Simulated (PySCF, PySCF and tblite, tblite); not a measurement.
# C8H6O2: a path driven as rotation about a bond, and NMR exchange, part 2 of 2

PySCF and tblite. Atoms count from 0. Earlier steps stand in the parts before.

## Step 9: The path in numbers

Job settings and geometry (Å):

```
{"job": {"smiles": "c1coc(-c2ccco2)c1", "charge": 0, "mult": 1, "motion": "rotation", "what": "biaryl", "atoms": [3, 4], "drives": [{"terms": [["t", [2, 3, 4, 5], 0.25], ["t", [2, 3, 4, 8], 0.25], ["t", [9, 3, 4, 5], 0.25], ["t", [9, 3, 4, 8], 0.25]], "by": 180, "n": 12}], "study": "path", "level": {"kind": "nmr", "xc": "revPBE", "basis": "pcSseg-1"}, "fields": [60, 80, 700], "first": 0, "seed": 654, "kind": "path"}, "charge": 0, "multiplicity": 1}
C     -2.869498    -0.465931    -0.387671
C     -2.736066     0.574994     0.479278
O     -1.439723     0.846686     0.705935
C     -0.717403    -0.031584    -0.025515
C      0.716482     0.031078     0.025659
C      1.556023     0.865343     0.721777
C      2.868532     0.467395     0.385921
C      2.735262    -0.571842    -0.483073
O      1.438970    -0.844749    -0.708568
C     -1.557070    -0.866468    -0.720774
H     -3.784024    -0.893425    -0.744261
H     -3.458040     1.183624     0.986318
H      1.260681     1.653650     1.382443
H      3.782843     0.895844     0.741888
H      3.457469    -1.178510    -0.992050
H     -1.262035    -1.657160    -1.378720
```

The program printed:

```text
stationary points (kcal/mol above the start)
  n  kind          group   xTB      DFT    lowest mode
  0  minimum      C2h      0.00     0.00      67.7
  1  saddle       C2       5.64     5.30     -68.5
  2  minimum      C2v      0.82     1.64      60.3

GFN2-xTB energies: T/K, barrier G, reaction G (kcal/mol), k forward, k back (1/s)
 150.00     5.76     0.84   2.54e+04    4.2e+05
 200.00     5.85     0.84   3.34e+06   2.74e+07
 250.00     5.97     0.84   6.34e+07   3.43e+08
 298.15     6.09     0.84   4.29e+08   1.77e+09
 350.00     6.23     0.84   1.88e+09   6.29e+09
 400.00     6.38     0.84   5.46e+09   1.58e+10
 500.00     6.70     0.85   2.45e+10   5.75e+10

revPBE/pcSseg-1 + D3(BJ) energies: T/K, barrier G, reaction G (kcal/mol), k forward, k back (1/s)
 150.00     5.42     1.65   7.92e+04   2.02e+07
 200.00     5.51     1.65   7.84e+06   5.01e+08
 250.00     5.63     1.65   1.26e+08    3.5e+09
 298.15     5.75     1.65   7.61e+08   1.24e+10
 350.00     5.89     1.66   3.06e+09   3.31e+10
 400.00     6.04     1.66   8.36e+09   6.73e+10
 500.00     6.36     1.66   3.45e+10   1.84e+11
```

It took 2 min on 1 thread of Arm Neoverse V2, shared host; peak memory 0.74 GiB. This counts the whole study up to here.

Barriers by level (kcal/mol; entropies in cal/(mol K)). Zero-point and thermal terms come from xTB in every row. ΔG‡ leaves symmetry out; the rate counts equivalent paths (a factor of 2); effective ΔG‡, where given, is the barrier that would give that rate by Eyring's equation alone:

```
                   level   ΔE‡  with zero-point   ΔH‡   ΔS‡  ΔG‡ (298 K)  ΔE of reaction  k at 298 K (1/s)  effective ΔG‡
                GFN2-xTB  5.64             5.61  5.12  -3.2         6.09            0.82           4.3e+08           5.68
revPBE/pcSseg-1 + D3(BJ)  5.30             5.27  4.78  -3.2         5.75            1.64           7.6e+08           5.34
```

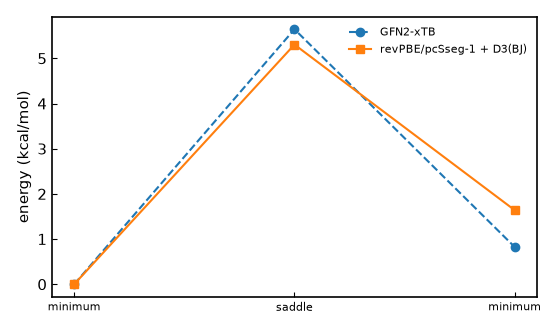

The xTB stationary points, at both levels.

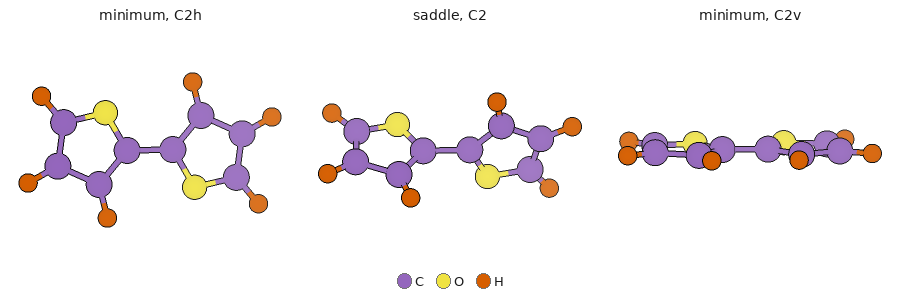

The stationary points in order.

Sites that the driver pairs across this motion, and where their lines would merge (no couplings; faster rotations or exchange between molecules can average them sooner):

```
nucleus                  sites: shielding (ppm)  proton frequency (MHz)  spread (Hz)  coalescence (K)  lines at 298 K
    17O        O2, O8: 47.2; O2, O8 (end): 41.7                      60           45        not given               –
    17O        O2, O8: 47.2; O2, O8 (end): 41.7                      80           59        not given               –
    17O        O2, O8: 47.2; O2, O8 (end): 41.7                     700          520        not given               –
    13C        C3, C4: 33.6; C3, C4 (end): 34.6                      60           15        not given               –
    13C        C3, C4: 33.6; C3, C4 (end): 34.6                      80           20        not given               –
    13C        C3, C4: 33.6; C3, C4 (end): 34.6                     700          172        not given               –
    13C        C1, C7: 42.3; C1, C7 (end): 42.8                      60            7        not given               –
    13C        C1, C7: 42.3; C1, C7 (end): 42.8                      80            9        not given               –
    13C        C1, C7: 42.3; C1, C7 (end): 42.8                     700           78        not given               –
     1H  H12, H15: 24.95; H12, H15 (end): 25.05                      60            6        not given               –
     1H  H12, H15: 24.95; H12, H15 (end): 25.05                      80            8        not given               –
     1H  H12, H15: 24.95; H12, H15 (end): 25.05                     700           71        not given               –
```

A dash: the driver gave no coalescence for this row (it judged the minor form too scarce).

Rows that set an atom against itself at the end compare its shielding in the two forms.

Lines of quadrupolar nuclei are broad, so their coalescence could hardly be seen.

## Step 10: Shieldings, start: revPBE/pcSseg-1 in dimethylsulfoxide

Job settings and geometry (Å):

```
{"job": {"kind": "nmr", "xc": "revPBE", "basis": "pcSseg-1", "solvent": "dimethylsulfoxide", "pop": false}, "charge": 0, "multiplicity": 1}
C     -2.869498    -0.465931    -0.387671
C     -2.736066     0.574994     0.479278
O     -1.439723     0.846686     0.705935
C     -0.717403    -0.031584    -0.025515
C      0.716482     0.031078     0.025659
C      1.556023     0.865343     0.721777
C      2.868532     0.467395     0.385921
C      2.735262    -0.571842    -0.483073
O      1.438970    -0.844749    -0.708568
C     -1.557070    -0.866468    -0.720774
H     -3.784024    -0.893425    -0.744261
H     -3.458040     1.183624     0.986318
H      1.260681     1.653650     1.382443
H      3.782843     0.895844     0.741888
H      3.457469    -1.178510    -0.992050
H     -1.262035    -1.657160    -1.378720
```

The program printed:

```text
coarse grid: 14584 points
cycle   1  E = -458.4961725117  dE =  1.888e+00  |g| = 6.935e-01  |ddm| = 4.135e+00
cycle   2  E = -458.3535080281  dE =  1.427e-01  |g| = 1.084e+00  |ddm| = 1.465e+00
cycle   3  E = -458.5947963884  dE = -2.413e-01  |g| = 1.782e-01  |ddm| = 9.317e-01
cycle   4  E = -458.6015370962  dE = -6.741e-03  |g| = 5.465e-02  |ddm| = 1.957e-01
cycle   5  E = -458.6021543060  dE = -6.172e-04  |g| = 2.358e-02  |ddm| = 6.958e-02
cycle   6  E = -458.6022924827  dE = -1.382e-04  |g| = 5.589e-03  |ddm| = 2.372e-02
cycle   7  E = -458.6022998677  dE = -7.385e-06  |g| = 5.838e-04  |ddm| = 4.907e-03
final grid: 144312 points
cycle   8  E = -458.7004036016  dE = -4.849e-06  |g| = 2.429e-02  |ddm| = 6.704e-02
cycle   9  E = -458.6999813089  dE =  4.223e-04  |g| = 5.361e-02  |ddm| = 5.047e-02
cycle  10  E = -458.7005069251  dE = -5.256e-04  |g| = 4.776e-03  |ddm| = 3.761e-02
cycle  11  E = -458.7005126095  dE = -5.684e-06  |g| = 9.516e-04  |ddm| = 5.128e-03
cycle  12  E = -458.7005127788  dE = -1.692e-07  |g| = 3.735e-04  |ddm| = 9.696e-04
cycle  13  E = -458.7005128152  dE = -3.644e-08  |g| = 4.444e-05  |ddm| = 3.409e-04
cycle  14  E = -458.7005128154  dE = -1.335e-10  |g| = 3.680e-05  |ddm| = 6.994e-05
cycle  15  E = -458.7005128157  dE = -3.578e-10  |g| = 4.026e-06  |ddm| = 3.578e-05
converged SCF energy = -458.7005128157

GIAO shielding tensors (ppm)
atom      isotropic    diamagn.    paramagn.     s11        s22        s33       span
  0 C       67.763     256.105    -188.342    -15.186     62.052    156.423    171.609
  1 C       40.403     247.418    -207.015    -32.216     52.159    101.267    133.483
  2 O       49.064     396.970    -347.906    -83.599     -9.956    240.747    324.346
  3 C       34.102     250.927    -216.825    -27.745     37.858     92.194    119.939
  4 C       34.099     250.931    -216.832    -27.754     37.859     92.191    119.945
  5 C       74.918     250.069    -175.152      4.044     61.279    159.430    155.387
  6 C       67.763     256.106    -188.343    -15.188     62.048    156.428    171.616
  7 C       40.407     247.416    -207.009    -32.212     52.164    101.270    133.482
  8 O       49.077     396.970    -347.894    -83.602     -9.925    240.757    324.359
  9 C       74.926     250.063    -175.138      4.063     61.279    159.435    155.372
 10 H       24.891      30.824      -5.934     23.111     25.613     25.949      2.838
 11 H       24.102      29.233      -5.131     21.126     25.248     25.931      4.805
 12 H       24.746      33.362      -8.616     21.431     25.398     27.410      5.979
 13 H       24.891      30.826      -5.936     23.111     25.613     25.948      2.838
 14 H       24.102      29.234      -5.132     21.127     25.249     25.931      4.804
 15 H       24.746      33.361      -8.614     21.431     25.399     27.409      5.977
```

Wall time 20 s (1 thread of Arm Neoverse V2, shared host); peak memory 0.78 GiB.

In short: HOMO -4.86 eV, LUMO -1.59 eV; dipole 0.00 D.

## Step 11: Single-point energy, saddle of leg 1: revPBE/pcSseg-1 in dimethylsulfoxide

Job settings and geometry (Å):

```
{"job": {"kind": "sp", "xc": "revPBE", "basis": "pcSseg-1", "solvent": "dimethylsulfoxide", "pop": false}, "charge": 0, "multiplicity": 1}
C     -2.887227    -0.521092    -0.093757
C     -2.736183     0.824562    -0.219468
O     -1.438888     1.161259    -0.214824
C     -0.729518     0.016893    -0.083918
C      0.729370     0.080640    -0.032274
C      1.579250     0.194281     1.031006
C      2.887705     0.188143     0.492382
C      2.734938     0.071090    -0.853859
O      1.437255     0.005348    -1.182556
C     -1.578054    -1.050580    -0.004768
H     -3.806474    -1.069096    -0.067307
H     -3.448437     1.619978    -0.316215
H      1.303041     0.272197     2.062433
H      3.807619     0.260723     1.035056
H      3.446143     0.024635    -1.654724
H     -1.300541    -2.078979     0.102794
```

The program printed:

```text
coarse grid: 14584 points
cycle   1  E = -458.4883710409  dE =  1.889e+00  |g| = 6.960e-01  |ddm| = 4.088e+00
cycle   2  E = -458.3409563981  dE =  1.474e-01  |g| = 1.095e+00  |ddm| = 1.308e+00
cycle   3  E = -458.5859514890  dE = -2.450e-01  |g| = 1.976e-01  |ddm| = 8.604e-01
cycle   4  E = -458.5941906802  dE = -8.239e-03  |g| = 7.448e-02  |ddm| = 2.373e-01
cycle   5  E = -458.5954862697  dE = -1.296e-03  |g| = 2.826e-02  |ddm| = 8.723e-02
cycle   6  E = -458.5956686225  dE = -1.824e-04  |g| = 5.969e-03  |ddm| = 2.465e-02
cycle   7  E = -458.5956725648  dE = -3.942e-06  |g| = 3.997e-03  |ddm| = 6.966e-03
cycle   8  E = -458.5956763171  dE = -3.752e-06  |g| = 2.661e-04  |ddm| = 3.282e-03
final grid: 144312 points
cycle   9  E = -458.6928911539  dE = -8.729e-06  |g| = 2.427e-02  |ddm| = 7.353e-02
cycle  10  E = -458.6924460602  dE =  4.451e-04  |g| = 5.459e-02  |ddm| = 4.640e-02
cycle  11  E = -458.6929925943  dE = -5.465e-04  |g| = 5.358e-03  |ddm| = 3.462e-02
cycle  12  E = -458.6929998678  dE = -7.273e-06  |g| = 1.247e-03  |ddm| = 5.701e-03
cycle  13  E = -458.6930001711  dE = -3.033e-07  |g| = 4.439e-04  |ddm| = 1.208e-03
cycle  14  E = -458.6930002123  dE = -4.121e-08  |g| = 1.933e-04  |ddm| = 4.993e-04
cycle  15  E = -458.6930002222  dE = -9.959e-09  |g| = 2.314e-05  |ddm| = 1.912e-04
cycle  16  E = -458.6930002224  dE = -1.260e-10  |g| = 4.327e-06  |ddm| = 2.208e-05
converged SCF energy = -458.6930002224
```

Run time: 11 s. Hardware: 1 thread of Arm Neoverse V2, shared host; peak memory 0.72 GiB.

This run: HOMO -5.71 eV, LUMO -0.88 eV; dipole 0.91 D.

## Step 12: Shieldings, end: revPBE/pcSseg-1 in dimethylsulfoxide

Job settings and geometry (Å):

```
{"job": {"kind": "nmr", "xc": "revPBE", "basis": "pcSseg-1", "solvent": "dimethylsulfoxide", "pop": false}, "charge": 0, "multiplicity": 1}
C     -2.894656    -0.321915     0.202537
C     -2.698812     0.546352    -0.828344
O     -1.391166     0.774543    -1.017860
C     -0.720107     0.046706    -0.098785
C      0.715153     0.092853    -0.061061
C      1.604821    -0.549815     0.766235
C      2.889915    -0.136592     0.354343
C      2.693236     0.720978    -0.685241
O      1.385431     0.865690    -0.943231
C     -1.609120    -0.651615     0.682851
H     -3.832695    -0.681343     0.572917
H     -3.383247     1.051573    -1.480503
H      1.365843    -1.225680     1.560376
H      3.828267    -0.435914     0.773894
H      3.377083     1.271758    -1.299966
H     -1.369393    -1.309669     1.491570
```

The program printed:

```text
coarse grid: 14584 points
cycle   1  E = -458.4936745483  dE =  1.897e+00  |g| = 6.964e-01  |ddm| = 4.189e+00
cycle   2  E = -458.3506176173  dE =  1.431e-01  |g| = 1.084e+00  |ddm| = 1.351e+00
cycle   3  E = -458.5929165321  dE = -2.423e-01  |g| = 1.807e-01  |ddm| = 8.770e-01
cycle   4  E = -458.5999870904  dE = -7.071e-03  |g| = 5.574e-02  |ddm| = 2.048e-01
cycle   5  E = -458.6006484431  dE = -6.614e-04  |g| = 2.404e-02  |ddm| = 7.312e-02
cycle   6  E = -458.6007914959  dE = -1.431e-04  |g| = 5.495e-03  |ddm| = 2.384e-02
cycle   7  E = -458.6007984932  dE = -6.997e-06  |g| = 9.055e-04  |ddm| = 5.017e-03
final grid: 144312 points
cycle   8  E = -458.6986282728  dE = -9.699e-06  |g| = 2.353e-02  |ddm| = 7.358e-02
cycle   9  E = -458.6982243489  dE =  4.039e-04  |g| = 5.237e-02  |ddm| = 4.896e-02
cycle  10  E = -458.6987236347  dE = -4.993e-04  |g| = 4.997e-03  |ddm| = 3.611e-02
cycle  11  E = -458.6987298882  dE = -6.253e-06  |g| = 1.006e-03  |ddm| = 5.246e-03
cycle  12  E = -458.6987300842  dE = -1.960e-07  |g| = 3.665e-04  |ddm| = 1.036e-03
cycle  13  E = -458.6987301192  dE = -3.502e-08  |g| = 4.470e-05  |ddm| = 3.607e-04
cycle  14  E = -458.6987301193  dE = -1.397e-10  |g| = 3.542e-05  |ddm| = 6.799e-05
cycle  15  E = -458.6987301197  dE = -3.341e-10  |g| = 4.916e-06  |ddm| = 3.639e-05
converged SCF energy = -458.6987301197

GIAO shielding tensors (ppm)
atom      isotropic    diamagn.    paramagn.     s11        s22        s33       span
  0 C       67.612     256.068    -188.456    -15.639     61.727    156.747    172.385
  1 C       41.370     247.283    -205.913    -30.082     52.328    101.863    131.945
  2 O       46.889     395.314    -348.426    -92.692    -16.446    249.804    342.495
  3 C       35.164     251.030    -215.865    -22.310     35.813     91.990    114.300
  4 C       35.165     251.041    -215.876    -22.309     35.817     91.987    114.295
  5 C       73.998     250.473    -176.476      3.884     61.788    156.321    152.437
  6 C       67.621     256.054    -188.433    -15.624     61.731    156.756    172.380
  7 C       41.377     247.290    -205.913    -30.075     52.334    101.871    131.946
  8 O       46.892     395.321    -348.429    -92.692    -16.448    249.817    342.509
  9 C       73.996     250.472    -176.476      3.895     61.780    156.313    152.419
 10 H       24.866      30.934      -6.067     23.113     25.553     25.933      2.821
 11 H       24.154      28.877      -4.723     21.141     25.311     26.010      4.870
 12 H       24.700      34.298      -9.598     21.450     25.301     27.348      5.898
 13 H       24.869      30.938      -6.069     23.115     25.556     25.936      2.821
 14 H       24.155      28.884      -4.729     21.142     25.312     26.011      4.869
 15 H       24.700      34.297      -9.596     21.450     25.302     27.349      5.899
```

It took 21 s on 1 thread of Arm Neoverse V2, shared host; peak memory 0.79 GiB.

Key values: HOMO -4.82 eV, LUMO -1.58 eV; dipole 1.23 D.

## Step 13: Second level: revPBE/pcSseg-1 + D3(BJ), IEF-PCM dimethylsulfoxide

Job settings and geometry (Å):

```
{"job": {"smiles": "c1coc(-c2ccco2)c1", "charge": 0, "mult": 1, "motion": "rotation", "what": "biaryl", "atoms": [3, 4], "drives": [{"terms": [["t", [2, 3, 4, 5], 0.25], ["t", [2, 3, 4, 8], 0.25], ["t", [9, 3, 4, 5], 0.25], ["t", [9, 3, 4, 8], 0.25]], "by": 180, "n": 12}], "study": "path", "level": {"kind": "nmr", "xc": "revPBE", "basis": "pcSseg-1", "wide": true, "solvent": "dimethylsulfoxide"}, "fields": [60, 80, 700], "first": 0, "seed": 654, "kind": "pathvar"}, "charge": 0, "multiplicity": 1}
C     -2.869498    -0.465931    -0.387671
C     -2.736066     0.574994     0.479278
O     -1.439723     0.846686     0.705935
C     -0.717403    -0.031584    -0.025515
C      0.716482     0.031078     0.025659
C      1.556023     0.865343     0.721777
C      2.868532     0.467395     0.385921
C      2.735262    -0.571842    -0.483073
O      1.438970    -0.844749    -0.708568
C     -1.557070    -0.866468    -0.720774
H     -3.784024    -0.893425    -0.744261
H     -3.458040     1.183624     0.986318
H      1.260681     1.653650     1.382443
H      3.782843     0.895844     0.741888
H      3.457469    -1.178510    -0.992050
H     -1.262035    -1.657160    -1.378720
```

The program printed:

```text
stationary points (kcal/mol above the start)
  n  kind          group   xTB      DFT    lowest mode
  0  minimum      C2h      0.00     0.00      67.7
  1  saddle       C2       5.64     4.98     -68.5
  2  minimum      C2v      0.82     1.03      60.3

GFN2-xTB energies: T/K, barrier G, reaction G (kcal/mol), k forward, k back (1/s)
 150.00     5.76     0.84   2.54e+04    4.2e+05
 200.00     5.85     0.84   3.34e+06   2.74e+07
 250.00     5.97     0.84   6.34e+07   3.43e+08
 298.15     6.09     0.84   4.29e+08   1.77e+09
 350.00     6.23     0.84   1.88e+09   6.29e+09
 400.00     6.38     0.84   5.46e+09   1.58e+10
 500.00     6.70     0.85   2.45e+10   5.75e+10

revPBE/pcSseg-1 + D3(BJ) energies: T/K, barrier G, reaction G (kcal/mol), k forward, k back (1/s)
 150.00     5.42     1.65   7.92e+04   2.02e+07
 200.00     5.51     1.65   7.84e+06   5.01e+08
 250.00     5.63     1.65   1.26e+08    3.5e+09
 298.15     5.75     1.65   7.61e+08   1.24e+10
 350.00     5.89     1.66   3.06e+09   3.31e+10
 400.00     6.04     1.66   8.36e+09   6.73e+10
 500.00     6.36     1.66   3.45e+10   1.84e+11

revPBE/pcSseg-1 + D3(BJ), IEF-PCM dimethylsulfoxide energies: T/K, barrier G, reaction G (kcal/mol), k forward, k back (1/s)
 150.00     5.10     1.04   2.35e+05   7.81e+06
 200.00     5.19     1.04   1.77e+07   2.46e+08
 250.00     5.30     1.05   2.41e+08   1.98e+09
 298.15     5.42     1.05   1.32e+09    7.7e+09
 350.00     5.57     1.05   4.88e+09    2.2e+10
 400.00     5.71     1.05   1.26e+10   4.72e+10
 500.00     6.04     1.05   4.78e+10   1.38e+11
```

Wall time 2.9 min (1 thread of Arm Neoverse V2, shared host); peak memory 0.79 GiB. This counts the runs that the step sums up.

Barriers by level (kcal/mol; entropies in cal/(mol K)). Zero-point and thermal terms come from xTB in every row. ΔG‡ leaves symmetry out; the rate counts equivalent paths (a factor of 2); effective ΔG‡, where given, is the barrier that would give that rate by Eyring's equation alone:

```
                                              level   ΔE‡  with zero-point   ΔH‡   ΔS‡  ΔG‡ (298 K)  ΔE of reaction  k at 298 K (1/s)  effective ΔG‡
                                           GFN2-xTB  5.64             5.61  5.12  -3.2         6.09            0.82           4.3e+08           5.68
                           revPBE/pcSseg-1 + D3(BJ)  5.30             5.27  4.78  -3.2         5.75            1.64           7.6e+08           5.34
revPBE/pcSseg-1 + D3(BJ), IEF-PCM dimethylsulfoxide  4.98             4.95  4.46  -3.2         5.42            1.03           1.3e+09           5.01
```

## Step 14: Summary of results

This closing draws on all 2 parts.

| quantity | value |
| --- | --- |
| barrier (revPBE/pcSseg-1 + D3(BJ)) | ΔE‡ 5.3, ΔG‡(298 K) 5.8 kcal/mol |
| barrier (GFN2-xTB) | ΔE‡ 5.6 kcal/mol |
| rate at 298 K | 7.6e+08 s⁻¹ |
| end of the path | 1.6 kcal/mol from the start |

What this shows: DFT puts the top 5.3 kcal/mol above the start (xTB: 5.6); the rate from the DFT barrier is 7.6e+08 s⁻¹ at 298 K. An error of 1.4 kcal/mol changes that rate tenfold. revPBE/pcSseg-1 + D3(BJ), IEF-PCM dimethylsulfoxide moves the barrier from 5.3 to 5.0 kcal/mol.
